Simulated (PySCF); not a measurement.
# C4H6S: the cost of one run

Computed with PySCF 2.14.0, with density-fitted response routines of our own, on a single molecule in the gas phase. Atoms are numbered from 0 throughout.

## Step 1: Starting geometry

11 atoms, charge 0, multiplicity 1; geometry from: GFN2-xTB.

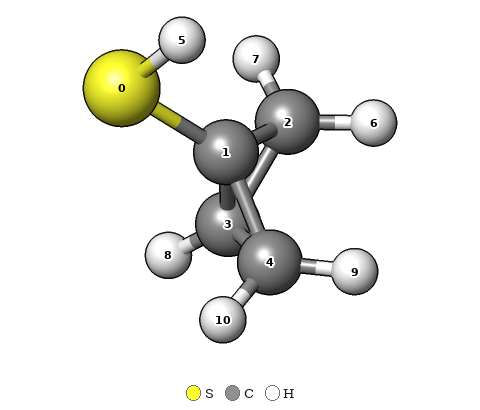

As it starts; sulfur yellow, carbon grey, hydrogen white, atoms numbered.

## Step 2: Optimising the geometry at PBE0-D3(BJ)/def2-SVP

The job: settings as JSON, then the geometry in Å.

```
{"job": {"xc": "PBE0", "basis": "def2-SVP", "d3": "d3bj", "grid": 1, "kind": "geom"}, "charge": 0, "multiplicity": 1}
S      0.274490     1.937211     1.058621
C      0.098832     0.345657     0.329280
C      1.022967    -0.453726    -0.543712
C     -0.345613    -0.091375    -1.022766
C     -1.097635    -0.550681     0.184620
H      0.706331     1.505397     2.247495
H      1.233334    -1.480337    -0.263697
H      1.863877     0.062998    -0.987790
H     -0.669751     0.427123    -1.898425
H     -1.008443    -1.583138     0.506131
H     -2.072963    -0.116457     0.364279
```

Command:

```bash
$ OMP_NUM_THREADS=1 python probes_run.py task.json out
```

The driver reads the jobs from task.json and runs them one after another.

**Question.** How long does this first job take on 1 thread of Arm Neoverse V1, shared host, and how much memory does it need?

About 24 s, with a peak of 0.44 GiB.
